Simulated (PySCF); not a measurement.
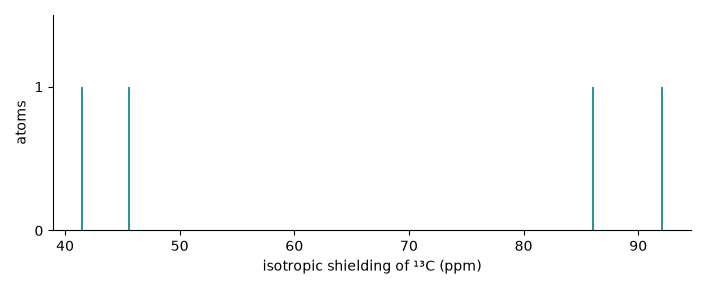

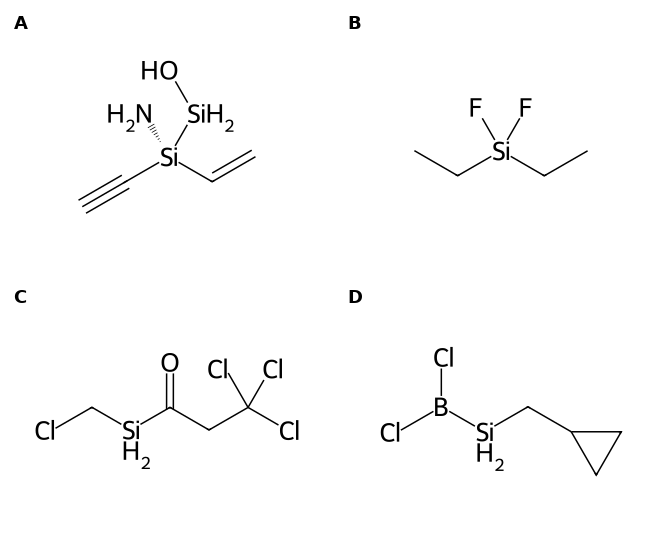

The sticks are computed shieldings of one of the molecules, for one fixed geometry (GFN2-xTB) without averaging over rotations. Low shielding means a high chemical shift. Method: GIAO PBE0/pcSseg-1 NMR shielding, non-relativistic, gas phase (PySCF 2.14.0).

### Match the spectrum to a structure.

A, `C#C[Si@](N)(C=C)[SiH2]O`. Its 4 C atoms give lines at 41.5, 45.6, 86.0, 92.1 ppm.

The geometry is semi-empirical. Around B, Si such bond lengths and angles can be off by a tenth of an ångström or more and by several degrees, and values that hang on the shape move with them.
